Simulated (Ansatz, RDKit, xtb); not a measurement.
# C5H4F2: which of the isomers drawn lies lowest?, part 2 of 2

Which of a sample of isomers of C5H4F2 is the most stable in the gas at 298.15 K, and what are its properties? The sample is small against all isomers, and the most stable one of this formula need not be in it.

xtb, Ansatz and PySCF; isolated molecules. Earlier steps stand in the parts before.

**7. Harmonic analysis of the finalists**

The lowest few in one piece go on as finalists. In this search the thermal terms come from GFN2-xTB at its own nearest minimum. The first, c173a:

start.xyz

```xyz
11
c173a
C     -1.075793    -1.225015     1.026203
C     -2.271232    -1.002945     0.416635
C     -2.000225    -0.120869    -0.774595
C     -0.514460     0.090276    -0.711535
C      0.039379    -0.556416     0.346250
F     -0.867828    -1.959129     2.123754
F      0.112693     0.836809    -1.622099
H     -3.251772    -1.384561     0.720334
H     -2.540460     0.851587    -0.727585
H     -2.292313    -0.592103    -1.740175
H      1.092047    -0.587757     0.649120
```

The run is started by

```sh
$ xtb start.xyz --gfn 2 --ohess tight
```

Standard output, cut to the lines that bear on the results:

```text
* xtb version 6.7.1
[...]
          :  # basis functions                  32          :
[...]
          :  # electrons                        38          :
[...]
          :  Hamiltonian                  GFN2-xTB          :
[...]
          :  net charge                          0          :
          :  unpaired electrons                  0          :
[...]
   *** convergence criteria satisfied after 11 iterations ***
[...]
   *** GEOMETRY OPTIMIZATION CONVERGED AFTER 5 ITERATIONS ***
[...]
   *** convergence criteria satisfied after 3 iterations ***
[...]
         ::                     SUMMARY                     ::
         :::::::::::::::::::::::::::::::::::::::::::::::::::::
         :: total energy             -22.170328709278 Eh    ::
         :: gradient norm              0.000093457227 Eh/a0 ::
         :: HOMO-LUMO gap              3.691383521752 eV    ::
         ::.................................................::
         :: SCC energy               -22.414762821829 Eh    ::
         :: -> isotropic ES            0.022186026648 Eh    ::
         :: -> anisotropic ES          0.000014035250 Eh    ::
         :: -> anisotropic XC         -0.000736745592 Eh    ::
         :: -> dispersion             -0.006574654594 Eh    ::
         :: repulsion energy           0.244434112551 Eh    ::
         :: add. restraining           0.000000000000 Eh    ::
         :: total charge              -0.000000000000 e     ::
         :::::::::::::::::::::::::::::::::::::::::::::::::::::
[...]
        19        2.0000           -0.3999452             -10.8831 (HOMO)
        20                         -0.2642894              -7.1917 (LUMO)
[...]
molecular dipole:
                 x           y           z       tot (Debye)
 q only:       -0.652       0.151      -0.375
   full:       -0.685       0.177      -0.420       2.092
molecular quadrupole (traceless):
[...]
          | TOTAL ENERGY              -22.170328709278 Eh   |
          | TOTAL ENTHALPY            -22.088673769980 Eh   |
          | TOTAL FREE ENERGY         -22.124993693842 Eh   |
          | GRADIENT NORM               0.000093424577 Eh/α |
[...]
```

Run time: 0.18 s. Hardware: 2 threads of Arm Neoverse V1, shared host.

**8. Zero-point energy and free-energy terms**

As xtb prints them, at 298.15 K, with its own treatment of low modes:

```
label              SMILES     spin  lowest mode (cm⁻¹)  zero-point (kcal/mol)  G − E (kcal/mol)
c173a       FC1=CCC(F)=C1  singlet                 210                   47.0              28.4
c262a         FC1=CCC=C1F  singlet                 217                   47.0              28.9
c550a       FC1=C(F)CC=C1  singlet                 212                   47.0              28.4
c573a       FC1(F)C=CC=C1  singlet                 131                   46.8              28.6
c104a  FC1=C[C@@H](F)C=C1  singlet                 140                   46.9              28.3
c133a    FC1=CC=C[C@@H]1F  singlet                 147                   47.0              28.3
```

**9. Last filter: a higher level**

Single points at CCSD(T)/def2-SVP + MP2/def2-TZVPP - MP2/def2-SVP on the refined geometries decide the order.

c173a, CCSD(T)/def2-SVP:

input.yaml

```yaml
crystal:
  periodic: [false, false, false]
  atoms:
    - symbol: C
      position_ang: [-1.075793, -1.225015, 1.026203]
    - symbol: C
      position_ang: [-2.271232, -1.002945, 0.416635]
    - symbol: C
      position_ang: [-2.000225, -0.120869, -0.774595]
    - symbol: C
      position_ang: [-0.514460, 0.090276, -0.711535]
    - symbol: C
      position_ang: [0.039379, -0.556416, 0.346250]
    - symbol: F
      position_ang: [-0.867828, -1.959129, 2.123754]
    - symbol: F
      position_ang: [0.112693, 0.836809, -1.622099]
    - symbol: H
      position_ang: [-3.251772, -1.384561, 0.720334]
    - symbol: H
      position_ang: [-2.540460, 0.851587, -0.727585]
    - symbol: H
      position_ang: [-2.292313, -0.592103, -1.740175]
    - symbol: H
      position_ang: [1.092047, -0.587757, 0.649120]
basis:
  gaussian:
    orbitals: def2-SVP
total_charge: 0
correlation:
  method: ccsd_t
  frozen_orbitals: {C: 1, H: 0, F: 1}
```

The run is started by

```sh
$ ansatz run input.yaml --threads 2 --pin off --max-ram 5220MiB --events-out events.jsonl --progress --plain --runs-dir runs
```

Standard output, cut to the lines that bear on the results:

```text
Warning: RAYON_NUM_THREADS=2 ignored (pool sized by the plan → 2); use --threads N
Functional definition: HF
  name "HF"
[...]
1198 factors; integrals over basis functions are off by at most 1.2e-3 eV
[...]
mean field -10617.46535512 eV, -390.1846550242 hartree, gradient 1.4e-6 eV, S^2 0.000000; 0 other end points of the search recorded, 0 dependent functions left out; unrestricted orbitals would lower it
7 core orbitals not correlated: weight in the atoms' cores, before any rotation towards them, 1.000 or more for the frozen orbitals, at most 0.000 for the correlated occupied ones
reference -10617.46535512 eV, -390.1846550242 hartree; 19, 19 occupied and 92, 92 virtual orbitals, 1198 factors
second order -27.64366158 eV of doubles, -0.00000000 eV of singles
cycle   1  -27.84173019 eV  change   -2.0e-1 eV  update   1.2e-1
[...]
cycle  10  -28.68752929 eV  change   -2.0e-5 eV  update   2.2e-5
perturbative correction -0.96440743 eV, -0.0354413192 hartree
Total energy: -10647.11729183 eV, -391.2743435996 hartree
```

Run time: 27 s. Hardware: 2 threads of Arm Neoverse V1, shared host; peak memory 0.74 GiB.

**10. c173a at MP2/def2-TZVPP**

input.yaml

```yaml
crystal:
  periodic: [false, false, false]
  atoms:
    - {symbol: C, position_ang: [-1.075793, -1.225015, 1.026203]}
    - {symbol: C, position_ang: [-2.271232, -1.002945, 0.416635]}
    - {symbol: C, position_ang: [-2.000225, -0.120869, -0.774595]}
    - {symbol: C, position_ang: [-0.514460, 0.090276, -0.711535]}
    - {symbol: C, position_ang: [0.039379, -0.556416, 0.346250]}
    - {symbol: F, position_ang: [-0.867828, -1.959129, 2.123754]}
    - {symbol: F, position_ang: [0.112693, 0.836809, -1.622099]}
    - {symbol: H, position_ang: [-3.251772, -1.384561, 0.720334]}
    - {symbol: H, position_ang: [-2.540460, 0.851587, -0.727585]}
    - {symbol: H, position_ang: [-2.292313, -0.592103, -1.740175]}
    - {symbol: H, position_ang: [1.092047, -0.587757, 0.649120]}
basis:
  gaussian:
    orbitals: def2-TZVPP
correlation:
  method: mp2
  frozen_orbitals: {C: 1, H: 0, F: 1}
```

The run is started by

```sh
$ ansatz run input.yaml --threads 2 --pin off --max-ram 5220MiB --events-out events.jsonl --progress --plain --runs-dir runs
```

Standard output:

```text
Warning: RAYON_NUM_THREADS=2 ignored (pool sized by the plan → 2); use --threads N
Functional definition: HF
  name "HF"
  exchange = exact_x
  correlation = 0
1716 factors; integrals over basis functions are off by at most 9.5e-4 eV
mean field evaluation 1: about -10625.7979 eV, gradient 3.9e1 eV
mean field evaluation 2: about -10626.1536 eV, gradient 3.9e1 eV
mean field evaluation 4: about -10629.9699 eV, gradient 4.4e0 eV
mean field evaluation 8: about -10630.0470 eV, gradient 3.8e-1 eV
mean field evaluation 16: about -10630.0485 eV, gradient 1.5e-6 eV
mean field -10630.04845319 eV, -390.6470753489 hartree, gradient 1.5e-6 eV, S^2 0.000000; 0 other end points of the search recorded, 0 dependent functions left out; unrestricted orbitals would lower it
7 core orbitals not correlated: weight in the atoms' cores, before any rotation towards them, 1.000 or more for the frozen orbitals, at most 0.000 for the correlated occupied ones
reference -10630.04845319 eV, -390.6470753489 hartree; 19, 19 occupied and 247, 247 virtual orbitals, 1716 factors
second order -34.86150085 eV of doubles, -0.00000000 eV of singles
Total energy: -10664.90995404 eV, -391.9282118753 hartree
```

It took 13 s on 2 threads of Arm Neoverse V1, shared host; peak memory 0.77 GiB.

**11. c262a at CCSD(T)/def2-SVP**

input.yaml

```yaml
basis:
  gaussian:
    orbitals: def2-SVP
crystal:
  periodic: [false, false, false]
  atoms:
    - {symbol: C, position_ang: [-0.845446, -1.243440, 0.936367]}
    - {symbol: C, position_ang: [-2.138551, -1.088283, 0.555992]}
    - {symbol: C, position_ang: [-2.145772, -0.155135, -0.626129]}
    - {symbol: C, position_ang: [-0.702766, 0.200215, -0.870510]}
    - {symbol: C, position_ang: [0.034599, -0.453689, 0.062000]}
    - {symbol: F, position_ang: [-0.357925, -1.978530, 1.936103]}
    - {symbol: F, position_ang: [1.356816, -0.439708, 0.232428]}
    - {symbol: H, position_ang: [-3.022231, -1.548496, 1.012610]}
    - {symbol: H, position_ang: [-2.604039, -0.635440, -1.521228]}
    - {symbol: H, position_ang: [-2.760224, 0.752502, -0.424765]}
    - {symbol: H, position_ang: [-0.332843, 0.865022, -1.659416]}
magnetization:
  spin_polarized: false
  initial_magnetization: 0
correlation:
  method: ccsd_t
  frozen_orbitals: {C: 1, H: 0, F: 1}
```

The run is started by

```sh
$ ansatz run input.yaml --threads 2 --pin off --max-ram 5220MiB --events-out events.jsonl --progress --plain --runs-dir runs
```

Standard output, cut to the lines that bear on the results:

```text
Warning: RAYON_NUM_THREADS=2 ignored (pool sized by the plan → 2); use --threads N
Functional definition: HF
  name "HF"
[...]
1200 factors; integrals over basis functions are off by at most 1.1e-3 eV
[...]
mean field -10617.37514830 eV, -390.1813399846 hartree, gradient 1.1e-6 eV, S^2 0.000000; 0 other end points of the search recorded, 0 dependent functions left out; unrestricted orbitals would lower it
7 core orbitals not correlated: weight in the atoms' cores, before any rotation towards them, 1.000 or more for the frozen orbitals, at most 0.000 for the correlated occupied ones
reference -10617.37514830 eV, -390.1813399846 hartree; 19, 19 occupied and 92, 92 virtual orbitals, 1200 factors
second order -27.66131847 eV of doubles, -0.00000000 eV of singles
cycle   1  -27.85957980 eV  change   -2.0e-1 eV  update   1.2e-1
[...]
cycle   9  -28.70526549 eV  change   -9.6e-6 eV  update   2.5e-5
perturbative correction -0.96476313 eV, -0.0354543910 hartree
Total energy: -10647.04517692 eV, -391.2716934253 hartree
```

Run time: 27 s. Hardware: 2 threads of Arm Neoverse V1, shared host; peak memory 0.75 GiB.

For c173a, c262a, c550a, c573a, c104a, c133a the log finds that unrestricted Hartree-Fock orbitals lie lower, a sign to watch the closed-shell reference there.

**12. Free energies and the winner**

Energies in kcal/mol from c573a; G adds the thermal terms to the CCSD(T)/def2-SVP + MP2/def2-TZVPP - MP2/def2-SVP energy. The columns left of the relaxed level are at the tight-binding geometries.

```
label              SMILES     spin  GFN2-xTB  HF/STO-3G  r2SCAN-D4/def2-SVP  PBE-D3(BJ)/def2-SVP  HF/def2-SVP  MP2/def2-SVP  CCSD(T)/def2-SVP + MP2/def2-TZVPP - MP2/def2-SVP    G  share at equilibrium     T1
c573a       FC1(F)C=CC=C1  singlet       0.0        0.0                 0.0                  0.0          0.0           0.0                                               0.0  0.0                94.8 %  0.012
c173a       FC1=CCC(F)=C1  singlet      -9.7       -8.8                -3.4                 -4.9          2.9          -0.4                                               1.9  1.8                 4.9 %  0.012
c262a         FC1=CCC=C1F  singlet      -6.8       -6.5                -1.4                 -3.2          4.9           1.3                                               3.3  3.5                 0.3 %  0.012
c104a  FC1=C[C@@H](F)C=C1  singlet      -1.6        1.3                 4.7                  3.6          6.9           6.2                                               5.9  5.6               < 0.1 %  0.012
c550a       FC1=C(F)CC=C1  singlet      -6.3       -5.7                 1.7                 -0.2          8.1           4.5                                               6.1  5.9               < 0.1 %  0.012
c133a    FC1=CC=C[C@@H]1F  singlet       0.3        1.7                 7.5                  5.9          9.8           8.7                                               8.6  8.3               < 0.1 %  0.012
```

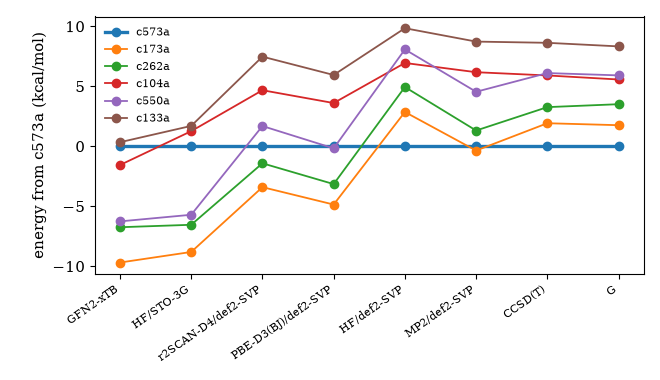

The finalists at each level, measured from c573a.

Lowest found: c573a, `FC1(F)C=CC=C1`, a singlet. Bond lengths: C1–C2 1.525 Å, C2–C3 1.350 Å, C3–C4 1.494 Å, C1–C5 1.525 Å, C4–C5 1.350 Å, C1–F6 1.373 Å, C1–F7 1.373 Å, C2–H8 1.097 Å, C3–H9 1.099 Å, C4–H10 1.099 Å, C5–H11 1.097 Å. Some angles: C1–C2–C3 108.2°, C2–C1–C5 104.2°, C2–C1–F6 111.6°, C2–C1–F7 111.6°, C5–C1–F6 111.6°, C5–C1–F7 111.6°, F6–C1–F7 106.4°, C2–C3–C4 109.8°, C3–C4–C5 109.8°, C1–C5–C4 108.2°.

```xyz
11

C    -1.3607   -0.4785    1.0611
C    -2.3600   -0.0487   -0.0077
C    -1.7993   -0.2593   -1.2172
C    -0.4283   -0.8273   -1.0460
C    -0.1517   -0.9634    0.2680
F    -1.8717   -1.4711    1.8607
F    -1.0336    0.5624    1.8948
H    -3.3505    0.3553    0.2353
H    -2.2600   -0.0529   -2.1933
H     0.2365   -1.0872   -1.8816
H     0.7573   -1.3462    0.7482
```

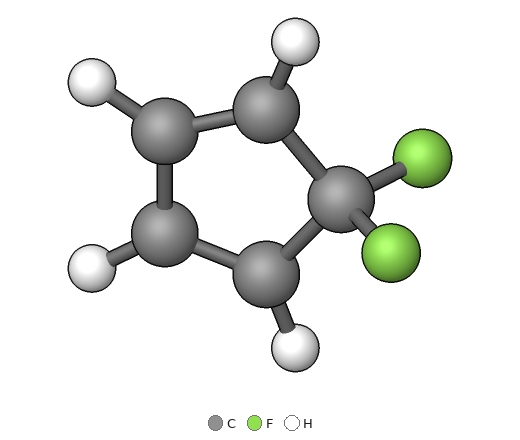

The lowest structure found, seen from a chosen angle (carbon grey, fluorine green, hydrogen white).

**13. What came out**

What follows sums up all 2 parts.

| quantity | value |
| --- | --- |
| lowest structure found | FC1(F)C=CC=C1, singlet |
| next finalist | FC1=CCC(F)=C1, singlet, 1.8 kcal/mol higher in G |
| share at equilibrium, among the finalists | 94.8 % |
| funnel | 6 starts, 6 minima at GFN2-xTB, 9 screening runs, 6 relaxed, 6 ranked |
| CPU time of all runs | 11 min |

In words: `FC1(F)C=CC=C1` comes out lowest. The margin, 1.8 kcal/mol, is modest. HF/def2-SVP already puts its bonding pattern lowest among the structures in one piece; GFN2-xTB, HF/STO-3G, r2SCAN-D4/def2-SVP, PBE-D3(BJ)/def2-SVP and MP2/def2-SVP favour the singlet FC1=CCC(F)=C1. The largest share of the time went into the final energies (71 %). The search is not exhaustive (a finite list of starts, one conformer a finalist), so a lower isomer can't be ruled out. Only 6 drawn patterns were tried, so whole families of isomers are missing, and the result ranks this sample alone.
